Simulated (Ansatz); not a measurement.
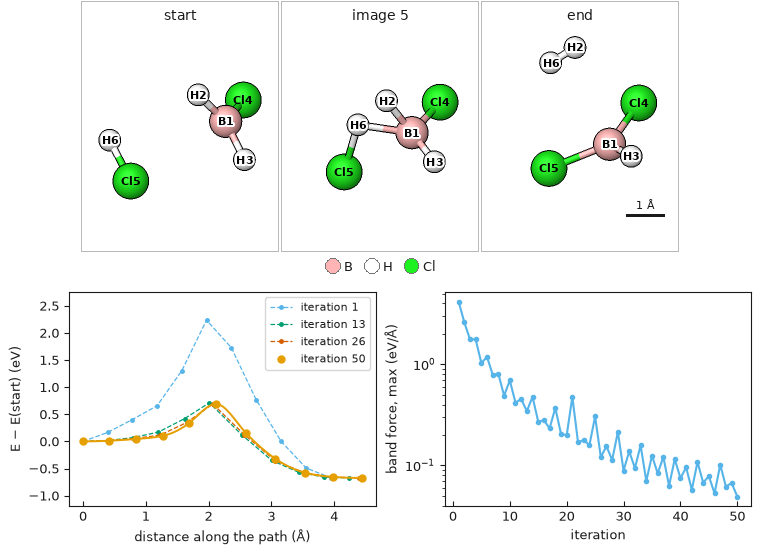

NEB run on BH₃Cl₂, made up at the start of BH2Cl and HCl. Images are numbered from 0 (start) to 10 (end). The plot follows the band through its iterations. Style: ball-and-stick. Shown from a free direction.

Computed with Ansatz, RKS B3LYP-D4/cc-pVDZ. Run with 9 movable images; climbing image from the first iteration; force threshold 0.05 eV/Å; iteration limit 60; optimiser L-BFGS; starting path through a guess of the saddle point.

Did the band converge, and can the barrier be trusted?

Answer. The run is converged, with reservations. The band converged in 50 iterations. The largest component of the band force went from 4.2 to 0.049 eV/Å. The climbing image converged on the top of the path. Its curvatures weren't checked. The first iteration put the highest image at 2.24 eV. The highest point, image 5, lies 0.69 eV above the start and 1.36 eV above the end; the end is at −0.67 eV relative to the start.

Limits of the set-up: the start holds two separate molecules, 3.0 Å apart at their closest, whose relative position is a soft coordinate.
